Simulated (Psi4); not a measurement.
# DSD-PBEP86/cc-pVDZ (density fitting for correlation) run of GeNH2F (SMILES [NH2][Ge][F])

What is the vertical ionisation energy of GeNH2F at DSD-PBEP86/cc-pVDZ (density fitting for correlation)? 

Program for the calculation: Psi4 1.11.

3 further runs of the same task are left out: 2 that didn't finish, 1 set aside as unsound or not needed.

### Step 1. The molecule

GeNH2F: 5 atoms, total charge 0, spin state singlet. SMILES: `[NH2][Ge][F]`. Geometry: relaxed at PBE0-D4/def2-TZVP. This is one conformer, not always the lowest.

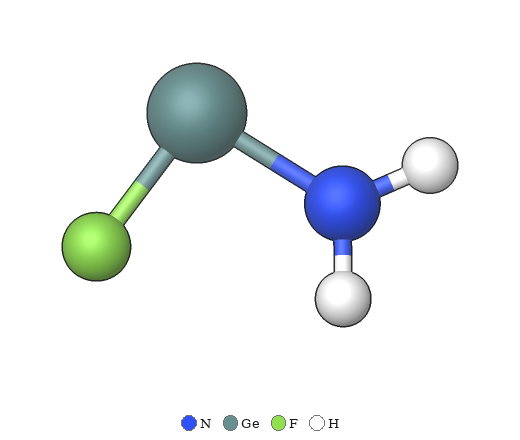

Viewed from a chosen angle; nitrogen blue, germanium teal, fluorine green, hydrogen white.

### Step 2. A single-point energy at DSD-PBEP86/cc-pVDZ (density fitting for correlation)

Contents of fgeh2n.xyz:

```xyz
5
FGeH2N
N     -0.477700     0.347600    -0.204700
Ge     0.434100    -0.305200     1.217200
F      1.598300    -1.203900     0.235500
H     -1.280100     0.952600    -0.130600
H     -0.224500     0.135300    -1.158700
```

Contents of fgeh2n_ase.py:

```python
import numpy as np
from ase.calculators.psi4 import Psi4
from ase.io import read

a = read('fgeh2n.xyz')
calc = Psi4(atoms=a, method='dsd-pbep86', basis='cc-pVDZ', memory='1600MB', num_threads=1, charge=0, multiplicity=1, label='psi4-calc')
calc.psi4.set_options({'puream': True, 'e_convergence': 1e-09, 'd_convergence': 1e-08, 'scf_type': 'pk', 'dft_radial_points': 99, 'dft_spherical_points': 590, 'num_frozen_docc': 11})
a.calc = calc

print(f'energy: {a.get_potential_energy():.6f} eV')
```

The run is started by

```console
$ python fgeh2n_ase.py
```

psi4-calc.dat:

```text
[...]
  Running in c1 symmetry.
[...]
  Nuclear repulsion =  188.583783618447512
[...]
  Multiplicity = 1
[...]
  Nalpha       = 25
  Nbeta        = 25
[...]
    Number of basis functions: 65
[...]
   @RKS iter   1: -2231.00103159025639   -4.23827e+00   1.49130e-02 DIIS/ADIIS
[...]
   @RKS iter  11: -2231.43483623335487   -2.41016e-11   9.04749e-09 DIIS
[...]
    Orbital Energies [Eh]
    ---------------------
    Doubly Occupied:
       1A   -403.034786     2A    -51.380843     3A    -45.613680
       4A    -45.612582     5A    -45.611567     6A    -25.675727
       7A    -15.128642     8A     -6.894391     9A     -4.936308
      10A     -4.933589    11A     -4.928994    12A     -1.532072
      13A     -1.523381    14A     -1.523046    15A     -1.518358
      16A     -1.515041    17A     -1.370657    18A     -1.039868
      19A     -0.651854    20A     -0.611891    21A     -0.538669
      22A     -0.518295    23A     -0.502615    24A     -0.374085
      25A     -0.343713
[...]
  @RKS Final Energy: -2231.43483623335487
   => Energetics <=
    Nuclear Repulsion Energy =            188.5837836184475123
    One-Electron Energy =               -3486.0183994358635573
    Two-Electron Energy =                1093.5637082488044598
    DFT Exchange-Correlation Energy =     -27.5639286647430382
    Empirical Dispersion Energy =           0.0000000000000000
    VV10 Nonlocal Energy =                  0.0000000000000000
    Total Energy =                      -2231.4348362333548721
[...]
 Multipole Moments:
 ------------------------------------------------------------------------------------
     Multipole            Electronic (a.u.)      Nuclear  (a.u.)        Total (a.u.)
 ------------------------------------------------------------------------------------
 L = 1.  Multiply by 2.5417464519 to convert [e a0] to [Debye]
 Dipole X            :          1.9218667           -2.7805670           -0.8587003
 Dipole Y            :         -1.3100092            1.9557106            0.6457014
 Dipole Z            :          5.8247699           -5.8410816           -0.0163117
 Magnitude           :                                                    1.0745058
[...]
```

On the terminal:

```text
energy: -60727.004131 eV
```

Run time: 12 s. Hardware: 1 thread of Intel Xeon 6975P-C (Granite Rapids), shared host; peak memory 0.96 GiB.

### Step 3. The doublet cation

Contents of fgeh2n.py:

```python
import psi4

psi4.set_memory('1600 MB')
psi4.set_num_threads(1)
psi4.set_output_file('psi4.out', False)

geom = psi4.geometry("""
1 2
N
Ge 1 1.810891
F 2 1.768264 1 94.51926
H 1 1.007652 2 124.03121 3 179.97989
H 1 1.009603 4 113.29394 2 -179.99791
symmetry c1
""")

options = {'basis': 'cc-pVDZ', 'reference': 'uks', 'puream': True, 'e_convergence': 1e-09, 'd_convergence': 1e-08, 'scf_type': 'pk', 'dft_radial_points': 99, 'dft_spherical_points': 590, 'num_frozen_docc': 11, 'maxiter': 200}
psi4.set_options(options)

e, wfn = psi4.energy('dsd-pbep86', return_wfn=True)
print('E =', round(e, 9))
```

The run is started by

```console
$ python fgeh2n.py
```

psi4.out:

```text
[...]
  Running in c1 symmetry.
[...]
  Nuclear repulsion =  188.583794277643932
[...]
  Multiplicity = 2
[...]
  Nalpha       = 25
  Nbeta        = 24
[...]
    Number of basis functions: 65
[...]
   @UKS iter   1: -2230.63321868127105   -3.87045e+00   1.52179e-02 DIIS/ADIIS
[...]
   @UKS iter  22: -2231.08117685202797   -4.54747e-12   6.45425e-09 DIIS
[...]
   @S^2 Observed:                7.567362998E-01
[...]
    Orbital Energies [Eh]
    ---------------------
    Alpha Occupied:
       1A   -403.297089     2A    -51.643301     3A    -45.875787
       4A    -45.874581     5A    -45.873746     6A    -25.910712
       7A    -15.522940     8A     -7.158124     9A     -5.199057
      10A     -5.196428    11A     -5.191716    12A     -1.791109
      13A     -1.790055    14A     -1.786358    15A     -1.781420
      16A     -1.778321    17A     -1.601727    18A     -1.439352
      19A     -0.970757    20A     -0.963715    21A     -0.827467
      22A     -0.796502    23A     -0.738613    24A     -0.738547
      25A     -0.591215
    Alpha Virtual:
[...]
  @UKS Final Energy: -2231.08117685202797
   => Energetics <=
    Nuclear Repulsion Energy =            188.5837942776439320
    One-Electron Energy =               -3472.3432702780319232
    Two-Electron Energy =                1080.1511224034807128
    DFT Exchange-Correlation Energy =     -27.4728232551204954
    Empirical Dispersion Energy =           0.0000000000000000
    VV10 Nonlocal Energy =                  0.0000000000000000
    Total Energy =                      -2231.0811768520279657
[...]
 Multipole Moments:
 ------------------------------------------------------------------------------------
     Multipole            Electronic (a.u.)      Nuclear  (a.u.)        Total (a.u.)
 ------------------------------------------------------------------------------------
 L = 1.  Multiply by 2.5417464519 to convert [e a0] to [Debye]
 Dipole X            :         -0.0002656            0.0000396           -0.0002260
 Dipole Y            :          2.2213538           -0.9483763            1.2729776
 Dipole Z            :          4.2522279           -6.6914255           -2.4391976
 Magnitude           :                                                    2.7513918
[...]
```

On the terminal:

```text
E = -2231.298255874
```

It took 19 s on 1 thread of Intel Xeon 6975P-C (Granite Rapids), shared host; peak memory 0.92 GiB.

### Step 4. Outcome

Level: DSD-PBEP86/cc-pVDZ (density fitting for correlation), 11 core orbitals frozen.

```
                                                                quantity           value
                                            singlet GeNH2F: total energy  -2231.67626 Eh
                       singlet GeNH2F: HOMO energy (SCF part's orbitals)        -9.35 eV
                       singlet GeNH2F: LUMO energy (SCF part's orbitals)         0.50 eV
                     singlet GeNH2F: HOMO–LUMO gap (SCF part's orbitals)         9.85 eV
                                            doublet cation: total energy  -2231.29826 Eh
doublet cation: HOMO energy (SCF part's orbitals) (highest over α and β)       -15.96 eV
 doublet cation: LUMO energy (SCF part's orbitals) (lowest over α and β)        -9.50 eV
                                                    doublet cation: ⟨S²⟩           0.757
                      vertical ionisation energy (to the doublet cation)       10.286 eV
```

In words: The vertical ionisation energy comes to 10.29 eV (992 kJ/mol). −ε(HOMO) before ionisation, 9.35 eV, is 0.93 eV below this ionisation energy.
